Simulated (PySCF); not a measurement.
Coordinates of C₅H₁₄Si₂, SMILES CC(C)[SiH2]/C=C/[SiH3] (Å):

```xyz
21

C     -1.5709    -0.2527    -1.3250
C     -1.9108    -0.2706     0.1642
C     -3.3344     0.2159     0.4314
Si    -0.6494     0.7253     1.1716
C      1.0929     0.0865     0.8924
C      2.0848     0.8072     0.3371
Si     3.8122     0.1510     0.0293
H     -2.2729    -0.8791    -1.9007
H     -0.5527    -0.6225    -1.5224
H     -1.6346     0.7692    -1.7353
H     -1.8244    -1.3114     0.5305
H     -4.0730    -0.3995    -0.1095
H     -3.5922     0.1784     1.5016
H     -3.4702     1.2570     0.0940
H     -0.6870     2.1658     0.7587
H     -0.9994     0.6309     2.6262
H      1.3110    -0.9525     1.1843
H      1.8715     1.8464     0.0446
H      3.8818    -1.2718     0.4815
H      4.1560     0.2254    -1.4255
H      4.8298     0.9574     0.7732
```

Vertical TDDFT excitations, B3LYP/def2-SVPD, PySCF, at a PBE0-D3(BJ)/def2-SVP geometry (no frequency check), gas phase.

Predict the low-lying singlet excitations and the spectrum.

Answer. The lowest singlet lies at 5.58 eV (222 nm, f = 0.030); the brightest of the first 10 is S2 at 6.05 eV (205 nm), f = 0.281, mainly HOMO → LUMO (54 %). No singlet lies below 3.1 eV (beyond 400 nm), so at this level no vertical transition falls in the visible.


```tsv
state	E (eV)	λ (nm)	f	main character
S1	5.58	222	0.030	HOMO−1 → LUMO (61 %)
S2	6.05	205	0.281	HOMO → LUMO (54 %)
S3	6.69	185	0.277	HOMO−2 → LUMO (53 %)
S4	6.87	181	0.000	HOMO → LUMO+1 (93 %)
S5	7.10	175	0.015	HOMO−3 → LUMO (68 %)
S6	7.16	173	0.035	HOMO → LUMO+2 (64 %)
S7	7.29	170	0.002	HOMO−4 → LUMO (88 %)
S8	7.32	169	0.001	HOMO−1 → LUMO+1 (74 %)
S9	7.45	166	0.017	HOMO → LUMO+4 (62 %)
S10	7.57	164	0.004	HOMO → LUMO+3 (64 %)
```

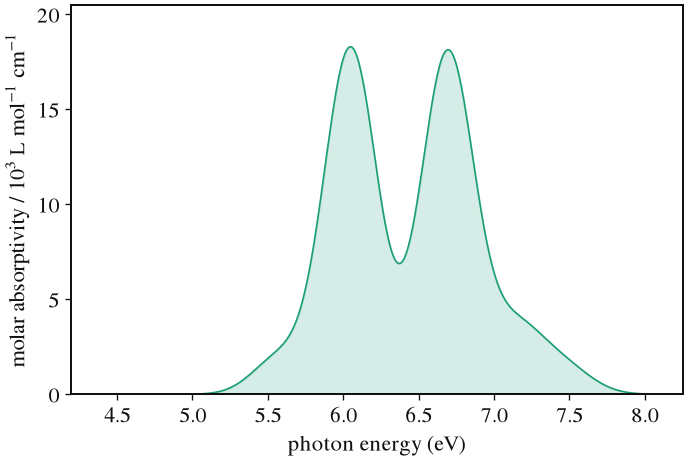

Only the first 10 singlet excitations are included; each is broadened by a Gaussian of 1/e half-width 0.25 eV.

Known limits of this run: states above the negative HOMO energy depend on the basis; one conformer of a flexible molecule; core orbitals are frozen in the response.
